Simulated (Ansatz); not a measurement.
We consider CsCl-type CuZn, described by r²SCAN (PAW; Ansatz, a quantum-chemistry and plane-wave program).

Settings: plane-wave cutoff 560 eV, 18×18×18 k mesh, Fermi–Dirac smearing 0.05 eV, no spin polarisation, scalar-relativistic PAW data made under PBE.

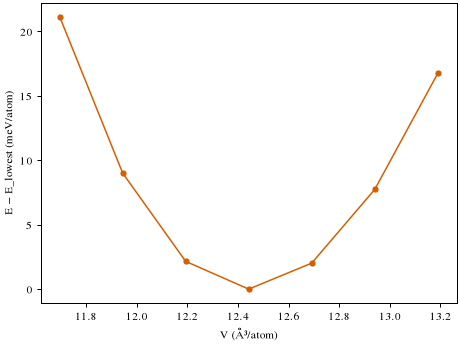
Fig. 1. Total energy against volume

Q: From the curve, estimate the equilibrium volume and the bulk modulus.

A: V0 ≈ 12.4 Å³/atom and B0 ≈ 130 GPa; the fit gives V0 = 12.442 Å³/atom, B0 = 134 GPa, B′ = 4.9.

Measured, for comparison: bulk modulus 116 GPa (temperature not stated, not corrected to a static lattice; as tabulated in Nepal et al. (2020), arXiv:2007.11150); equilibrium volume per atom 12.93 Å³/atom (temperature not stated, not corrected to a static lattice; as tabulated in First-Principles Study on the Electrical and Thermal Conductivities of Cu–Zn …). Computed (rounded) less measured: bulk modulus +16 %, equilibrium volume per atom -3.8 %.

Computed values are for the static lattice.

The result took about 2.2 core-minutes (a rough figure).
